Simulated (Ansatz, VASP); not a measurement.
# Cross-check of FeAs (Westerveldite) between VASP and Ansatz

Wanted: the spread between two codes on one cell, functional and k mesh. The cell comes out of earlier VASP steps on this material, which relaxed, scaled or displaced it; both programs get it as it stands.

Program: Ansatz 0.2.0. Level of theory: plane waves, with VASP 6.6.1 beside it; relaxation of cell and atoms at PBEsol, DFT+U. Results are calculated unless marked as measured.

**1. The starting structure**

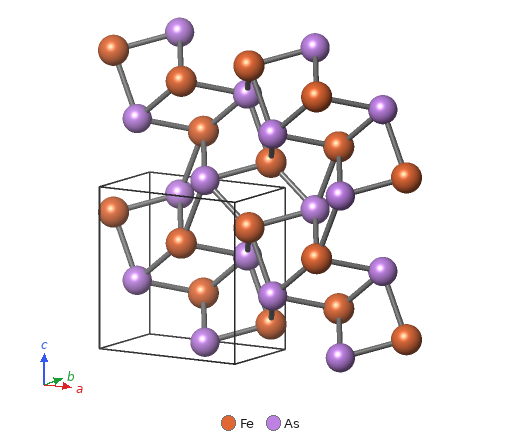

Start, viewed from a free direction; iron orange, arsenic purple. 2×1×2 cells are drawn.

Coordinates:

```
Fe As
1.0
     5.78189    0.00000    0.00000
     0.00000    3.41955    0.00000
     0.00000    0.00000    5.95699
Fe As
4 4
Cartesian
  5.7174 2.5647 1.0617
  0.0645 0.8549 4.8952
  2.9554 0.8549 4.0402
  2.8265 2.5647 1.9167
  4.7066 2.5647 3.4724
  1.0753 0.8549 2.4846
  3.9662 0.8549 0.4939
  1.8157 2.5647 5.4630
```

**2. VASP: relaxation of cell and atoms, PBEsol, DFT+U**

The relaxed volume is the usual yardstick between codes: its relative difference is about their pressure difference at one cell divided by the bulk modulus.

Lines of VASP's logs that name or quote its potential files are left out, and so is its time.

Input file INCAR:

```
SYSTEM = FeAs
PREC = Accurate
ENCUT = 400
EDIFF = 1E-06
NELM = 100
ISMEAR = 0
SIGMA = 0.05
LREAL = .FALSE.
ALGO = Normal
GGA = PS
NBANDS = 45
ISPIN = 2
MAGMOM = 3 3 3 3 0 0 0 0
LDAU = .TRUE.
LDAUTYPE = 2
LDAUL = 2 -1
LDAUU = 3 0
LDAUJ = 0 0
LDAUPRINT = 1
LASPH = .TRUE.
LMAXMIX = 4
LORBIT = 11
LWAVE = .FALSE.
LCHARG = .FALSE.
KPAR = 4
IBRION = 2
NSW = 60
ISIF = 3
EDIFFG = -0.01
```

Input file POSCAR:

```
FeAs
1.0
    5.7818891105      0.0000000000      0.0000000000
    0.0000000000      3.4195543544      0.0000000000
    0.0000000000      0.0000000000      5.9569887237
Fe As
4 4
Direct
    0.9888492283      0.7500000000      0.1782351442
    0.0111507717      0.2500000000      0.8217648558
    0.5111507717      0.2500000000      0.6782351442
    0.4888492283      0.7500000000      0.3217648558
    0.8140286707      0.7500000000      0.5829177588
    0.1859713293      0.2500000000      0.4170822412
    0.6859713293      0.2500000000      0.0829177588
    0.3140286707      0.7500000000      0.9170822412
```

Input file KPOINTS:

```
Automatic mesh
0
Gamma
4 6 4
0 0 0
```

The projector-augmented-wave data sets are Fe and As (PBE family, release 64).

On the command line:

```bash
$ mpirun -np 4 vasp_std
```

Numbers of over 12 decimals in the logs are rounded to 6 here.

The log of the run:

```text
[banner, memory and clock lines left out]
running    4 mpi-ranks, on    1 nodes
 distrk:  each k-point on    1 cores,    4 groups
 distr:  one band on    1 cores,    1 groups

 POSCAR found type information on POSCAR FeAs
 POSCAR found :  2 types and       8 ions
|                                                                             |
|               ----> ADVICE to this user running VASP <----                  |
|                                                                             |
|     You enforced a specific xc type in the INCAR file but a different       |
|     [... a line on the potential file left out ...]
|     I HOPE YOU KNOW WHAT YOU ARE DOING!                                     |
|                                                                             |

 LDA part: xc-table for (Slater+PW92), standard interpolation
 POSCAR, INCAR and KPOINTS ok, starting setup
 FFT: planning ... GRIDC
 FFT: planning ... GRID_SOFT
 FFT: planning ... GRID
 WAVECAR not read
 entering main loop
       N       E                     dE             d eps       ncg     rms          rms(c)
DAV:   1     0.355205238651E+03    0.35521E+03   -0.17558E+04  6480   0.100E+03
DAV:   2    -0.182219111481E+02   -0.37343E+03   -0.34863E+03  6515   0.269E+02
DAV:   3    -0.509488497742E+02   -0.32727E+02   -0.30373E+02  7554   0.939E+01
DAV:   4    -0.520971520066E+02   -0.11483E+01   -0.11348E+01  7972   0.168E+01
DAV:   5    -0.521196892054E+02   -0.22537E-01   -0.22520E-01  7544   0.214E+00    0.269E+01
DAV:   6    -0.552807394487E+02   -0.31611E+01   -0.58981E+01  8071   0.102E+02    0.354E+01
DAV:   7    -0.468912447781E+02    0.83895E+01   -0.21621E+01  7677   0.674E+01    0.857E+00
DAV:   8    -0.473244348255E+02   -0.43319E+00   -0.23238E+00  8640   0.729E+00    0.559E+00
DAV:   9    -0.472928221904E+02    0.31613E-01   -0.37968E-01  8284   0.647E+00    0.196E+00
DAV:  10    -0.473190165660E+02   -0.26194E-01   -0.10612E-01  8376   0.207E+00    0.100E+00
DAV:  11    -0.473415189483E+02   -0.22502E-01   -0.59112E-02  8284   0.179E+00    0.567E-01
DAV:  12    -0.473495809666E+02   -0.80620E-02   -0.13707E-02  8940   0.730E-01    0.382E-01
DAV:  13    -0.473558779545E+02   -0.62970E-02   -0.19466E-02  9880   0.821E-01    0.224E-01
DAV:  14    -0.473573855135E+02   -0.15076E-02   -0.60521E-03  9371   0.494E-01    0.105E-01
DAV:  15    -0.473577724029E+02   -0.38689E-03   -0.68960E-04  7314   0.191E-01    0.684E-02
DAV:  16    -0.473579560478E+02   -0.18364E-03   -0.27998E-04  9989   0.988E-02    0.407E-02
DAV:  17    -0.473580878653E+02   -0.13182E-03   -0.33728E-04  9555   0.912E-02    0.280E-02
DAV:  18    -0.473581432892E+02   -0.55424E-04   -0.13846E-04  8821   0.481E-02    0.162E-02
DAV:  19    -0.473581681117E+02   -0.24823E-04   -0.60744E-05  7799   0.380E-02    0.106E-02
DAV:  20    -0.473581768481E+02   -0.87364E-05   -0.27603E-05  6712   0.269E-02    0.690E-03
DAV:  21    -0.473581800495E+02   -0.32014E-05   -0.15731E-05  6248   0.195E-02    0.489E-03
DAV:  22    -0.473581814270E+02   -0.13774E-05   -0.41822E-06  4930   0.132E-02    0.254E-03
DAV:  23    -0.473581817750E+02   -0.34807E-06   -0.18120E-06  3963   0.758E-03
   1 F= -.47358182E+02 E0= -.47355625E+02  d E =-.473582E+02  mag=    10.2780
[... from here on, the cycles between the ionic steps are left out ...]
   2 F= -.47360360E+02 E0= -.47357477E+02  d E =-.217773E-02  mag=    10.1975
   5 F= -.47361492E+02 E0= -.47358352E+02  d E =-.101752E-02  mag=    10.1589
   6 F= -.47361557E+02 E0= -.47358397E+02  d E =-.108285E-02  mag=    10.1590
   7 F= -.47361906E+02 E0= -.47358568E+02  d E =-.348769E-03  mag=    10.1324
   8 F= -.47361998E+02 E0= -.47358509E+02  d E =-.441334E-03  mag=    10.1147
   9 F= -.47362022E+02 E0= -.47358429E+02  d E =-.464807E-03  mag=    10.0754
  10 F= -.47362035E+02 E0= -.47358420E+02  d E =-.478324E-03  mag=    10.0945
  11 F= -.47362028E+02 E0= -.47358435E+02  d E =-.471261E-03  mag=    10.0870
  12 F= -.47362038E+02 E0= -.47358427E+02  d E =-.480696E-03  mag=    10.0915
 curvature:  -0.22 expect dE=-0.151E-04 dE for cont linesearch -0.433E-07
 trial: gam= 0.07367 g(F)=  0.520E-04 g(S)=  0.170E-04 ort =-0.111E-04 (trialstep = 0.156E+01)
 search vector abs. value=  0.707E-04
 bond charge predicted
       N       E                     dE             d eps       ncg     rms          rms(c)
DAV:   1    -0.473621329646E+02   -0.95419E-04   -0.46868E-03  7235   0.359E-01    0.671E-02
DAV:   2    -0.473621510056E+02   -0.18041E-04   -0.53659E-04  8567   0.286E-01    0.769E-02
DAV:   3    -0.473621059957E+02    0.45010E-04   -0.10745E-04  7711   0.160E-01    0.216E-02
DAV:   4    -0.473621029007E+02    0.30951E-05   -0.18767E-05  9365   0.250E-02    0.126E-02
DAV:   5    -0.473621013235E+02    0.15772E-05   -0.45758E-06  6147   0.196E-02    0.386E-03
DAV:   6    -0.473621016499E+02   -0.32643E-06   -0.74254E-07  3579   0.559E-03
  13 F= -.47362102E+02 E0= -.47358505E+02  d E =-.640637E-04  mag=    10.0938
 trial-energy change:   -0.000064  1 .order   -0.000067   -0.000106   -0.000028
 step:   2.1142(harm=  2.1142)  dis= 0.00179  next Energy=   -47.362110 (dE=-0.720E-04)
 reached required accuracy - stopping structural energy minimisation
```

OUTCAR, selected parts (step 2):

```text
ion  position               nearest neighbor table
   1  0.989  0.750  0.178-   8 2.44   6 2.50   6 2.50   7 2.51   7 2.51   5 2.61   2 2.73   2 2.73
                             4 3.01   4 3.01
   2  0.011  0.250  0.822-   7 2.44   5 2.50   5 2.50   8 2.51   8 2.51   6 2.61   1 2.73   1 2.73
                             3 3.01   3 3.01
   3  0.511  0.250  0.678-   6 2.44   8 2.50   8 2.50   5 2.51   5 2.51   7 2.61   4 2.73   4 2.73
                             2 3.01   2 3.01
   4  0.489  0.750  0.322-   5 2.44   7 2.50   7 2.50   6 2.51   6 2.51   8 2.61   3 2.73   3 2.73
                             1 3.01   1 3.01
   5  0.814  0.750  0.583-   4 2.44   2 2.50   2 2.50   3 2.51   3 2.51   1 2.61   6 2.92   6 2.92

  LATTYP: Found a simple orthorhombic cell.
 ALAT       =     3.4195543544
 B/A-ratio  =     1.6908311760
 C/A-ratio  =     1.7420365657

 Subroutine GETGRP returns: Found  8 space group operations
 (whereof  2 operations were pure point group operations)

The static configuration has the point symmetry S_2 .
 The point group associated with its full space group is D_2h.

 Found     36 irreducible k-points:

   k-points           NKPTS =     36   k-points in BZ     NKDIM =     36   number of bands    NBANDS=     45

   dimension x,y,z NGX =    40 NGY =   24 NGZ =   40
   dimension x,y,z NGXF=    80 NGYF=   48 NGZF=   80

   ENCUT  =  400.0 eV  29.40 Ry    5.42 a.u.   9.43  5.58  9.71*2*pi/ulx,y,z

   NELECT =      52.0000    total number of electrons

 k-points in reciprocal lattice and weights: Automatic mesh
   0.00000000  0.00000000  0.00000000       0.010
   0.25000000  0.00000000  0.00000000       0.021
   0.50000000  0.00000000  0.00000000       0.010
   0.00000000  0.16666667  0.00000000       0.021
   0.25000000  0.16666667  0.00000000       0.042
   0.50000000  0.16666667  0.00000000       0.021
   0.00000000  0.33333333  0.00000000       0.021
   0.25000000  0.33333333  0.00000000       0.042
   0.50000000  0.33333333  0.00000000       0.021
[...]
0.25000000  0.50000000  0.50000000       0.021
   0.50000000  0.50000000  0.50000000       0.010

atom =   1  type =  1  l = 2

 onsite density matrix

spin component  1

  0.8746 -0.0089  0.0000  0.0000  0.0000
 -0.0089  0.8994  0.0000 -0.0000 -0.0000
  0.0000  0.0000  0.9221  0.0139 -0.0033
  0.0000 -0.0000  0.0139  0.9041  0.0123
  0.0000 -0.0000 -0.0033  0.0123  0.9297

spin component  2

  0.5961 -0.1509 -0.0000 -0.0000 -0.0000
 -0.1509  0.5541 -0.0000  0.0000  0.0000
 -0.0000 -0.0000  0.2242 -0.0094 -0.0618
 -0.0000  0.0000 -0.0094  0.2426  0.0147
 -0.0000  0.0000 -0.0618  0.0147  0.2074

 occupancies and eigenvectors

  o =  0.1532  v =  0.0000  0.0000  0.0000  0.0000  0.0000  0.0000  0.0000 -0.6512  0.0554 -0.7569      0.0000  0.0000  0.0000  0.0000  0.0000  0.0000  0.0000  0.0000  0.0000  0.0000
  o =  0.2362  v =  0.0000  0.0000  0.0000  0.0000  0.0000  0.0000  0.0000 -0.3146 -0.9273  0.2028      0.0000  0.0000  0.0000  0.0000  0.0000  0.0000  0.0000  0.0000  0.0000  0.0000
  o =  0.2848  v =  0.0000  0.0000  0.0000  0.0000  0.0000  0.0000 -0.0000  0.6906 -0.3702 -0.6213      0.0000  0.0000  0.0000  0.0000  0.0000  0.0000  0.0000  0.0000  0.0000  0.0000
  o =  0.4227  v =  0.0000  0.0000  0.0000  0.0000  0.0000  0.6566  0.7542  0.0000  0.0000  0.0000      0.0000  0.0000  0.0000  0.0000  0.0000  0.0000  0.0000  0.0000  0.0000  0.0000
  o =  0.7275  v =  0.0000  0.0000  0.0000  0.0000  0.0000 -0.7542  0.6566  0.0000  0.0000  0.0000      0.0000  0.0000  0.0000  0.0000  0.0000  0.0000  0.0000  0.0000  0.0000  0.0000
  o =  0.8717  v = -0.9518 -0.3068  0.0000  0.0000  0.0000  0.0000  0.0000  0.0000  0.0000  0.0000      0.0000  0.0000  0.0000  0.0000  0.0000  0.0000  0.0000  0.0000  0.0000  0.0000
[...]
o =  0.4227  v =  0.0000  0.0000  0.0000  0.0000  0.0000 -0.6566  0.7542 -0.0000 -0.0000  0.0000      0.0000  0.0000  0.0000  0.0000  0.0000  0.0000  0.0000  0.0000  0.0000  0.0000
  o =  0.7275  v =  0.0000  0.0000  0.0000  0.0000  0.0000 -0.7542 -0.6566  0.0000  0.0000 -0.0000      0.0000  0.0000  0.0000  0.0000  0.0000  0.0000  0.0000  0.0000  0.0000  0.0000
  o =  0.8717  v = -0.9518  0.3068  0.0000  0.0000 -0.0000  0.0000  0.0000  0.0000  0.0000  0.0000      0.0000  0.0000  0.0000  0.0000  0.0000  0.0000  0.0000  0.0000  0.0000  0.0000
  o =  0.8925  v =  0.0000 -0.0000  0.4311  0.8453  0.3157  0.0000  0.0000  0.0000  0.0000  0.0000      0.0000  0.0000  0.0000  0.0000  0.0000  0.0000  0.0000  0.0000  0.0000  0.0000
  o =  0.9023  v = -0.3068 -0.9518 -0.0000 -0.0000  0.0000  0.0000  0.0000  0.0000  0.0000  0.0000      0.0000  0.0000  0.0000  0.0000  0.0000  0.0000  0.0000  0.0000  0.0000  0.0000
  o =  0.9283  v =  0.0000 -0.0000  0.8601 -0.2793 -0.4268  0.0000  0.0000  0.0000  0.0000  0.0000      0.0000  0.0000  0.0000  0.0000  0.0000  0.0000  0.0000  0.0000  0.0000  0.0000
  o =  0.9353  v =  0.0000  0.0000  0.2726 -0.4555  0.8474  0.0000  0.0000  0.0000  0.0000  0.0000      0.0000  0.0000  0.0000  0.0000  0.0000  0.0000  0.0000  0.0000  0.0000  0.0000

 average (electrostatic) potential at core
       1 -42.5690       2 -42.5690       3 -42.5690       4 -42.5690       5 -47.9302
       6 -47.9302       7 -47.9302       8 -47.9302

 E-fermi :   6.8557

 spin component 1
 k-point     1 :       0.0000    0.0000    0.0000
  band No.  band energies     occupation
    ...
     26       3.9591      1.00000
     27       4.1366      1.00000
     28       4.8028      1.00000
     29       5.3511      1.00000
     30       5.7168      1.00000
     31       8.5876      0.00000
     32       8.8190      0.00000
     33       8.9960      0.00000
     34       9.2000      0.00000
     35       9.2749      0.00000
    ...

 k-point     2 :       0.2500    0.0000    0.0000
  band No.  band energies     occupation
    ...
     25       3.9444      1.00000
     26       3.9475      1.00000
     27       3.9676      1.00000
     28       5.5956      1.00000
     29       5.9598      1.00000
     30       6.8639      0.40857
     31       7.1633      0.00000
     32       8.4848      0.00000
     33       8.6693      0.00000
     34       9.0364      0.00000
    ...

 k-point     3 :       0.5000    0.0000    0.0000
  band No.  band energies     occupation
    ...
     24       3.5063      1.00000
     25       3.9766      1.00000
     26       3.9766      1.00000
     27       5.0243      1.00000
     28       5.0243      1.00000
     29       7.2208      0.00000
     30       7.2208      0.00000
     31       7.2421      0.00000
     32       7.2421      0.00000
     33       8.5885      0.00000
    ...

 k-point     4 :       0.0000    0.1667    0.0000
  band No.  band energies     occupation
    ...
     27       4.3538      1.00000
     28       4.4172      1.00000
     29       5.5363      1.00000
     30       5.7497      1.00000
     31       6.6021      1.00000
     32       7.4253      0.00000
     33       8.0514      0.00000
     34       8.9854      0.00000
     35       9.0355      0.00000
     36       9.9490      0.00000
    ...

 k-point     5 :       0.2500    0.1667    0.0000
  band No.  band energies     occupation
    ...
     26       3.8876      1.00000
     27       4.2042      1.00000
     28       4.5036      1.00000
     29       6.0605      1.00000
     30       6.3888      1.00000
     31       7.1580      0.00000
     32       7.1971      0.00000
     33       7.7388      0.00000
     34       7.9687      0.00000
     35       9.2191      0.00000
    ...

 k-point     6 :       0.5000    0.1667    0.0000
  band No.  band energies     occupation
    ...
     26       3.9108      1.00000
     27       5.0515      1.00000
     28       5.0515      1.00000
     29       5.5544      1.00000
     30       5.5544      1.00000
     31       7.6213      0.00000
     32       7.6213      0.00000
     33       8.1828      0.00000
     34       8.1828      0.00000
     35       9.0004      0.00000
    ...

  Total       -0.0230621     -0.0200298     -0.0178725      0.0000000      0.0000000      0.0000000
  in kB       -0.3167176     -0.2750751     -0.2454475      0.0000000      0.0000000      0.0000000
  external PRESSURE =      -0.2790801 kB  Pullay stress =       0.0000000 kB

  energy-cutoff  :      400.00
  volume of cell :      116.66
      direct lattice vectors                 reciprocal lattice vectors
     5.785784436  0.000000000  0.000000000     0.172837411  0.000000000  0.000000000
    -0.000000000  3.376921369  0.000000000    -0.000000000  0.296127712  0.000000000
     0.000000000  0.000000000  5.971090130     0.000000000  0.000000000  0.167473607

 POSITION                                       TOTAL-FORCE (eV/Angst)
 -----------------------------------------------------------------------------------
      5.72787      2.53269      1.06143        -0.003934     -0.000000      0.003628
      0.05792      0.84423      4.90966         0.003934      0.000000     -0.003628
      2.95081      0.84423      4.04698         0.003934      0.000000      0.003628
      2.83498      2.53269      1.92411        -0.003934     -0.000000     -0.003628
      4.71025      2.53269      3.47798         0.000219      0.000000     -0.006464
      1.07553      0.84423      2.49311        -0.000219     -0.000000      0.006464
      3.96842      0.84423      0.49243        -0.000219     -0.000000     -0.006464
      1.81736      2.53269      5.47866         0.000219      0.000000      0.006464
 -----------------------------------------------------------------------------------
    total drift:                                0.000000      0.000000      0.000000

  FREE ENERGIE OF THE ION-ELECTRON SYSTEM (eV)
  ---------------------------------------------------
  free  energy   TOTEN  =       -47.3621016499 eV

  energy  without entropy=      -47.3549081913  energy(sigma->0) =      -47.35850492

 reached required accuracy - stopping structural energy minimisation

 total charge
# of ion       s       p       d       tot
------------------------------------------
    1        0.385   0.471   6.326   7.182
    2        0.385   0.471   6.326   7.182
    3        0.385   0.471   6.326   7.182
    4        0.385   0.471   6.326   7.182
    5        1.248   1.480   0.074   2.801
    6        1.248   1.480   0.074   2.801
    7        1.248   1.480   0.074   2.801
    8        1.248   1.480   0.074   2.801
--------------------------------------------------
tot          6.530   7.803  25.600  39.934

 magnetization (x)
# of ion       s       p       d       tot
------------------------------------------
    1        0.018   0.005   2.705   2.728
    2        0.018   0.005   2.705   2.728
    3        0.018   0.005   2.705   2.728
    4        0.018   0.005   2.705   2.728
    5        0.025  -0.128  -0.004  -0.107
    6        0.025  -0.128  -0.004  -0.107
    7        0.025  -0.128  -0.004  -0.107
    8        0.025  -0.128  -0.004  -0.107
--------------------------------------------------
tot          0.175  -0.492  10.801  10.484

[... 6 further parts left out ...]
```

CONTCAR:

```
FeAs
   1.00000000000000
     5.7857844361790738    0.0000000000000000    0.0000000000000000
    -0.0000000000000000    3.3769213693990690    0.0000000000000000
     0.0000000000000000    0.0000000000000000    5.9710901297606123
  Fe              As
     4     4
Direct
     0.9899898617249810    0.7500000000000000    0.1777621691037157
     0.0100101382750188    0.2500000000000000    0.8222378308962844
     0.5100101382750190    0.2500000000000000    0.6777621691037156
     0.4899898617249813    0.7500000000000000    0.3222378308962843
     0.8141077932026315    0.7500000000000000    0.5824691424845339
     0.1858922067973684    0.2500000000000000    0.4175308575154665
     0.6858922067973685    0.2500000000000000    0.0824691424845335
     0.3141077932026316    0.7500000000000000    0.9175308575154661
```

[end of part 1 of 2]

[Lines on the potential files, build, host, timing and source positions are cut from VASP's logs without a mark.]

[Logs are printed without paths, hosts, clocks, repeated set-up lines and the standing remarks that a program may print on its own settings, such as how far it seeks lower states.]

[Hosts, paths, dates, database ids (printed as entryN), source tags and the programs' standing remarks are cut or masked in the printed files.]
